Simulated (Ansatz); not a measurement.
A series of calculations on Si₂H₆O and related structures

## 1. Relaxation

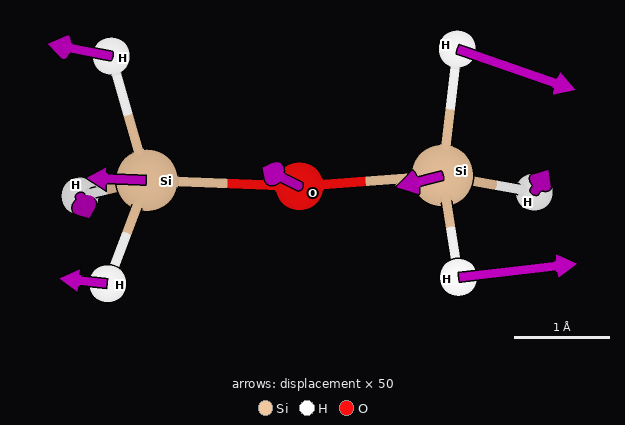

This is a relaxation of Si₂H₆O. The starting structure is drawn; purple arrows show the displacements, 50 times their true length. The two geometries are superimposed by the best rigid fit.

Style: ball-and-stick. Shown face on.

It is one of the separated reactants of a reaction.

These are results of RKS PBE0-D4/def2-TZVP (Ansatz), not measurements. (force threshold 0.005 eV/Å; at most 200 steps)

### What happened in the run?

An H atom moves most after the best rigid fit: 0.027 Å. By element the largest moves are H 0.027 Å, O 0.014 Å, Si 0.013 Å. Near-neighbour distances that change, for instance: O–Si 1.642 → 1.634 Å. Over 4 geometry steps the energy falls by 0.11 kcal/mol. Largest force component: 0.39 eV/Å at the start, 0.0003 eV/Å at the end.

## 2. Relaxation

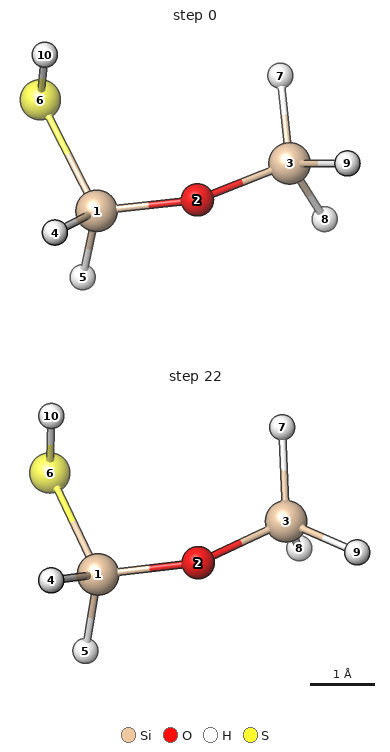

The structure of Si₂H₆SO before (top) and after (bottom) a relaxation, at one scale.

The picture is a ball-and-stick view, seen face on.

It is one of the separated products of a reaction.

Method: RKS PBE0-D4/def2-TZVP (Ansatz). Settings: force threshold 0.005 eV/Å; at most 200 steps.

Q: Describe what moved and what it gained.

A: Over 21 accepted moves (22 points after the start) the energy falls by 0.19 kcal/mol. Largest force component: 0.036 eV/Å at the start, 0.0019 eV/Å at the end. The line search rejected the trial step at point 9 of the run. H8 moves most after the best rigid fit: 0.71 Å. Largest moves by element: H 0.71 Å, S 0.36 Å, O 0.15 Å, Si 0.10 Å. Among the angles between lasting bonds that change: Si1–O2–Si3 147.4° → 141.1°. Groups turn about O2–Si3 by about 25°.

## 3. Reaction

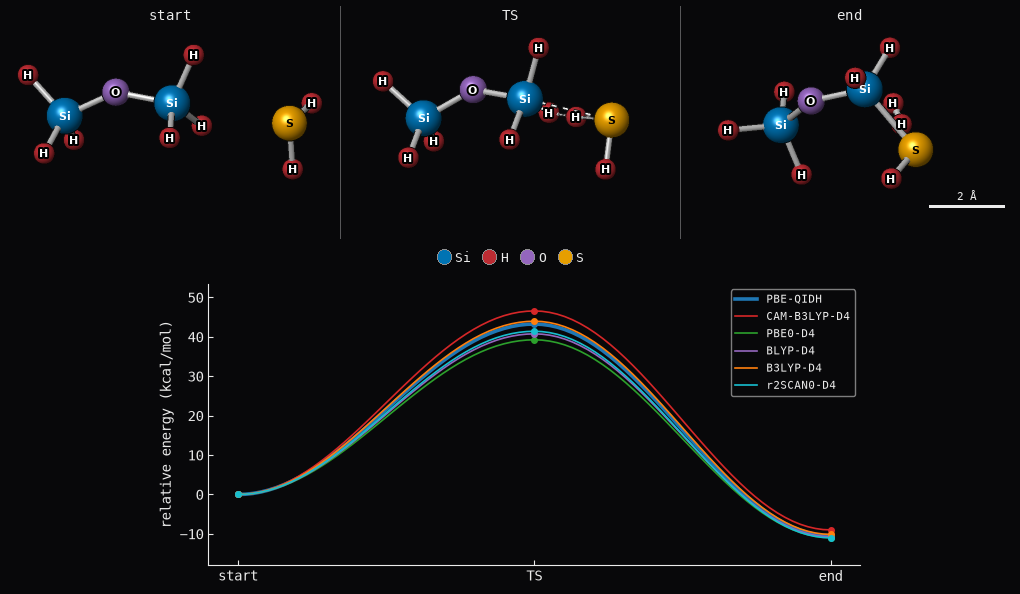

A reaction step of Si2H8SO, with its energy diagram. A ball-and-stick model, seen at a tilt. Dashed sticks mark bonds that form or break.

Stationary points at PBE0-D4/def2-TZVP, single-point energies with PBE-QIDH, CAM-B3LYP-D4, PBE0-D4, BLYP-D4, B3LYP-D4, r2SCAN0-D4 (def2-TZVPP where no basis is named; Ansatz 0.2.0). The energies are electronic, without zero-point or thermal terms, and both ends are the minima reached downhill from the saddle, with any fragments still in contact.

What happens, and what does it cost?

Answer. Counted by bonded pieces, the start holds H₂S + Si₂H₆O and the end holds H₂ + Si₂H₆SO. From the start over the saddle to the end, bonds form: S–Si (3.41 → 2.46 → 2.13 Å), H–H (3.25 → 0.92 → 0.75 Å). Bonds break: H–Si (1.49 → 1.72 → 3.80 Å), H–S (1.34 → 1.80 → 3.20 Å). The saddle has one imaginary mode, 906i cm⁻¹. With PBE-QIDH the barrier is 43.3 kcal/mol from the start and 53.7 kcal/mol from the end, and the end lies 10.5 kcal/mol below the start.

| level | barrier from the start (kcal/mol) | barrier from the end (kcal/mol) | the end less the start (kcal/mol) |
| --- | --- | --- | --- |
| PBE-QIDH | 43.3 | 53.7 | −10.5 |
| CAM-B3LYP-D4 | 46.6 | 55.6 | −9.0 |
| PBE0-D4 | 39.3 | 50.2 | −10.9 |
| BLYP-D4 | 40.8 | 51.5 | −10.7 |
| B3LYP-D4 | 44.0 | 54.1 | −10.1 |
| r2SCAN0-D4 | 41.4 | 52.4 | −11.0 |

Limits of the set-up: the start holds two separate molecules, 3.2 Å apart at their closest, whose relative position is a soft coordinate.
